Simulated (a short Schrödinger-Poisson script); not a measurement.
System: symmetric double-gate stack, SiO2 on p-type Si(100), at 300 K.

```
layer  material  thickness (nm)  Na (cm⁻³)
-----  --------  --------------  ---------
1          SiO2             3.5          -
2            Si               3       4e16
3          SiO2             3.5          -
```

Constants are typed, rounded textbook-type inputs, not results; the design itself was drawn at random and stands for no fabricated device. SiO2: permittivity 3.9, conduction-band edge (eV) 3.15, gap (eV) 9, electron mass (mₑ) 0.5. Si: permittivity 11.7, conduction-band edge (eV) 0, gap (eV) 1.124, Nv at 300 K (cm⁻³) 3.1e19.

Channel valleys (confinement mass, in-plane density-of-states mass, number): Δ2 0.916, 0.19, 2; Δ4 0.19, 0.417, 4. At the gates, both at one voltage, the conduction-band edge of layer 1 lies 3.73 eV − eVg above the Fermi level of the channel. Gaps are held at their typed values at every temperature. Mesh 0.03 nm at interfaces.

From a short Schrödinger-Poisson script (our own, NumPy): 1D Poisson equation in equilibrium, electrons quantum, Hartree (BenDaniel-Duke, 12 states a valley, the channel's in-plane mass for all, wave functions free to enter the dielectric), parabolic valleys, classical holes, full ionisation, no traps, pinning or gate leakage.

Only gate voltages with over 1e8 electrons/cm² are shown.

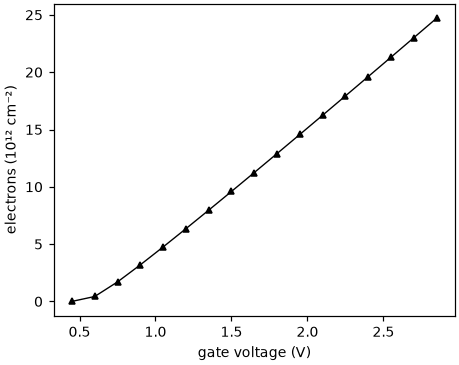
Fig. 1. Sheet density against gate voltage

```tsv
Vg (V)	electrons (cm⁻²)	C (μF/cm²)	Δ2 E0 (meV)	Δ2 E1 (meV)	Δ4 E0 (meV)	Δ4 E1 (meV)
0.45	5.81e9	0.0360	172.4	294.7	268.4	688.0
0.6	4.33e11	1.07	59.9	181.5	155.7	574.4
0.75	1.71e12	1.52	21.3	141.0	116.5	532.8
0.9	3.19e12	1.64	1.6	119.1	96.1	509.5
1.05	4.75e12	1.69	-12.2	103.0	81.6	492.1
1.2	6.35e12	1.72	-23.0	90.0	70.1	477.6
1.35	7.96e12	1.74	-32.0	78.8	60.5	465.1
1.5	9.60e12	1.75	-39.6	69.0	52.3	453.9
1.65	1.12e13	1.77	-46.2	60.2	45.1	443.9
1.8	1.29e13	1.78	-51.9	52.4	38.7	434.7
1.95	1.46e13	1.79	-57.1	45.2	33.1	426.2
2.1	1.62e13	1.79	-61.7	38.6	27.9	418.3
2.25	1.79e13	1.80	-65.8	32.4	23.3	411.0
2.4	1.96e13	1.81	-69.6	26.7	19.0	404.0
2.55	2.13e13	1.81	-73.1	21.3	15.1	397.5
2.7	2.30e13	1.82	-76.3	16.3	11.4	391.2
2.85	2.47e13	1.82	-79.2	11.5	8.0	385.2
```

Subbands count from the Fermi level. The capacitance is that of both gates.
